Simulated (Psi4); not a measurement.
# CH5BO2 (SMILES COBO) at r2SCAN/6-311++G(3df,3pd) (density fitting, sweep point 9)

What is the vertical singlet–triplet gap of CH5BO2 at r2SCAN/6-311++G(3df,3pd) (density fitting, sweep point 9)? 

The calculation is run with Psi4 1.11.

### Step 1. The molecule

The species is CH5BO2 (9 atoms), meant as a singlet with charge 0. SMILES: `COBO`. Geometry: relaxed at PBE0-D4/def2-TZVP. This is one conformer, not always the lowest.

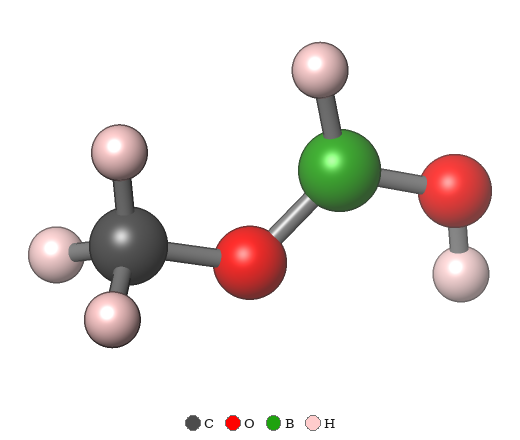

The structure, seen from a chosen angle (carbon dark grey, oxygen red, boron green, hydrogen pink).

### Step 2. The energy at r2SCAN/6-311++G(3df,3pd) (density fitting, sweep point 9)

File job.dat:

```
memory 1.6 GB

molecule geom {
  0 1
  C      0.281800     0.801900    -1.057400
  O     -0.113500     0.454800     0.251000
  B     -0.134900    -0.834100     0.671600
  O     -0.524600    -1.118500     1.938500
  H      0.568100    -0.079800    -1.637600
  H      1.131400     1.486400    -1.006200
  H     -0.544800     1.307500    -1.561700
  H      0.183900    -1.738400    -0.047600
  H     -0.758900    -0.326300     2.432200
  symmetry c1
}

set basis 6-311++G(3df,3pd)
set puream true
set scf_type df
set dft_radial_points 99
set dft_spherical_points 590

energy('r2scan')
```

Command:

```console
$ psi4 -n 1 job.dat job.out
```

job.out:

```text
[...]
  Running in c1 symmetry.
[...]
  Nuclear repulsion =  115.438950461155656
[...]
  Multiplicity = 1
[...]
  Nalpha       = 16
  Nbeta        = 16
[...]
    Number of basis functions: 246
[...]
   @DF-RKS iter   1:  -216.05129976618940   -3.96351e-01   4.11138e-03 DIIS/ADIIS
[...]
   @DF-RKS iter   9:  -216.46617102933538   -2.02314e-07   2.60810e-07 DIIS
[...]
    Orbital Energies [Eh]
    ---------------------
    Doubly Occupied:
       1A    -18.970532     2A    -18.963011     3A    -10.086188
       4A     -6.655416     5A     -1.014037     6A     -0.981071
       7A     -0.668476     8A     -0.528345     9A     -0.488722
      10A     -0.441375    11A     -0.431340    12A     -0.352872
      13A     -0.339041    14A     -0.335587    15A     -0.291971
      16A     -0.273636
[...]
  @DF-RKS Final Energy:  -216.46617102933538
   => Energetics <=
    Nuclear Repulsion Energy =            115.4389504611556561
    One-Electron Energy =                -523.6074470328960615
    Two-Electron Energy =                 220.2169090879202145
    DFT Exchange-Correlation Energy =     -28.5145835455151548
    Empirical Dispersion Energy =           0.0000000000000000
    VV10 Nonlocal Energy =                  0.0000000000000000
    Total Energy =                       -216.4661710293353849
[...]
 Multipole Moments:
 ------------------------------------------------------------------------------------
     Multipole            Electronic (a.u.)      Nuclear  (a.u.)        Total (a.u.)
 ------------------------------------------------------------------------------------
 L = 1.  Multiply by 2.5417464519 to convert [e a0] to [Debye]
 Dipole X            :         -1.0832293            1.1507181            0.0674889
 Dipole Y            :         -1.4038366            1.9946939            0.5908573
 Dipole Z            :          3.7018426           -4.0759431           -0.3741005
 Magnitude           :                                                    0.7025797
[...]
```

It took 68 s on 1 thread of Intel Xeon 6975P-C (Granite Rapids), shared host; peak memory 1.4 GiB.

### Step 3. The triplet

File ch5bo2.in:

```
memory 1600 mb

molecule mol {
  0 3
  C      0.281800     0.801900    -1.057400
  O     -0.113500     0.454800     0.251000
  B     -0.134900    -0.834100     0.671600
  O     -0.524600    -1.118500     1.938500
  H      0.568100    -0.079800    -1.637600
  H      1.131400     1.486400    -1.006200
  H     -0.544800     1.307500    -1.561700
  H      0.183900    -1.738400    -0.047600
  H     -0.758900    -0.326300     2.432200
  symmetry c1
}

set {
  basis 6-311++G(3df,3pd)
  reference uks
  puream true
  scf_type df
  dft_radial_points 99
  dft_spherical_points 590
  maxiter 100
}

energy("r2scan")
```

Command:

```console
$ psi4 -i ch5bo2.in -o ch5bo2.out -n 1
```

ch5bo2.out:

```text
[...]
  Running in c1 symmetry.
[...]
  Nuclear repulsion =  115.438950461155656
[...]
  Multiplicity = 3
[...]
  Nalpha       = 17
  Nbeta        = 15
[...]
    Number of basis functions: 246
[...]
   @DF-UKS iter   1:  -215.81701828988403   -1.62070e-01   3.72216e-03 ADIIS/DIIS
[...]
   @DF-UKS iter  11:  -216.21054388046920   -1.85116e-07   6.90614e-07 DIIS
[...]
   @S^2 Observed:                2.010281538E+00
[...]
    Orbital Energies [Eh]
    ---------------------
    Alpha Occupied:
       1A    -19.075803     2A    -19.024876     3A    -10.137582
       4A     -6.620844     5A     -1.095952     6A     -1.041014
       7A     -0.725819     8A     -0.566310     9A     -0.540888
      10A     -0.510863    11A     -0.493755    12A     -0.408121
      13A     -0.390004    14A     -0.375253    15A     -0.368481
      16A     -0.306446    17A     -0.045994
    Alpha Virtual:
      18A     -0.019907    19A     -0.005693    20A      0.022701
      21A      0.022934    22A      0.030780    23A      0.055583
      24A      0.057654    25A      0.068291    26A      0.085015
[...]
  @DF-UKS Final Energy:  -216.21054388046920
   => Energetics <=
    Nuclear Repulsion Energy =            115.4389504611556561
    One-Electron Energy =                -522.0661632324470247
    Two-Electron Energy =                 218.8209158935994196
    DFT Exchange-Correlation Energy =     -28.4042470027772289
    Empirical Dispersion Energy =           0.0000000000000000
    VV10 Nonlocal Energy =                  0.0000000000000000
    Total Energy =                       -216.2105438804692028
[...]
 Multipole Moments:
 ------------------------------------------------------------------------------------
     Multipole            Electronic (a.u.)      Nuclear  (a.u.)        Total (a.u.)
 ------------------------------------------------------------------------------------
 L = 1.  Multiply by 2.5417464519 to convert [e a0] to [Debye]
 Dipole X            :         -1.2098851            1.1507181           -0.0591670
 Dipole Y            :         -0.2230724            1.9946939            1.7716215
 Dipole Z            :          3.8175087           -4.0759431           -0.2584344
 Magnitude           :                                                    1.7913491
[...]
```

Run time: 2.3 min. Hardware: 1 thread of Intel Xeon 6975P-C (Granite Rapids), shared host; peak memory 1.4 GiB.

### Step 4. Summary of results

Level: r2SCAN/6-311++G(3df,3pd) (density fitting, sweep point 9).

| quantity | value |
| --- | --- |
| singlet: total energy | -216.46617 Eh |
| singlet: dipole moment | 1.79 D |
| singlet: HOMO energy | -7.45 eV |
| singlet: LUMO energy | 0.19 eV |
| singlet: HOMO–LUMO gap | 7.64 eV |
| triplet: total energy | -216.21054 Eh |
| triplet: dipole moment | 4.55 D |
| triplet: HOMO energy (highest over α and β) | -1.25 eV |
| triplet: ⟨S²⟩ | 2.010 |
| vertical energy of the triplet above the singlet | 6.956 eV |

In words: At this shape the triplet lies 6.96 eV (671 kJ/mol) above the singlet.
